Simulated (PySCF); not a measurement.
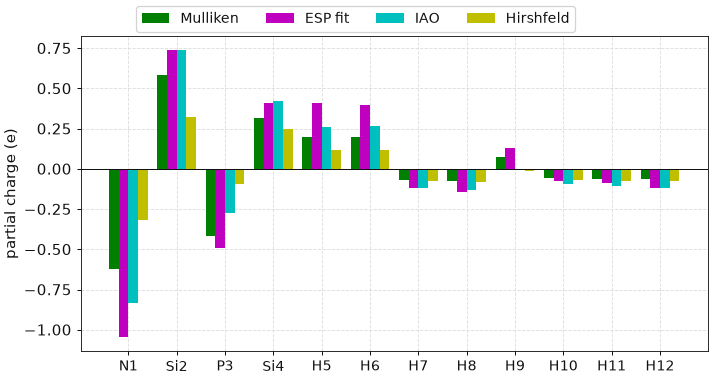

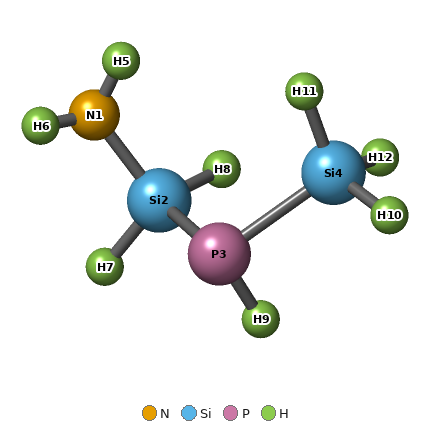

Atomic charges of Si₂PNH₈, SMILES N[SiH2]P[SiH3] by 4 schemes, PBE0/pcSseg-1, PySCF, at a GFN2-xTB geometry (no frequency check).

Q: Which atom is the most negative in each scheme?

A: Mulliken: N1 (−0.62 e); ESP fit: N1 (−1.04 e); IAO: N1 (−0.83 e); Hirshfeld: N1 (−0.32 e).

Q: On which atom do the schemes disagree most?

A: On N1: Mulliken −0.62, ESP fit −1.04, IAO −0.83, Hirshfeld −0.32 e.

Note: the tight-binding geometry is rougher than a DFT one and adds to the error; one conformer of a flexible molecule.
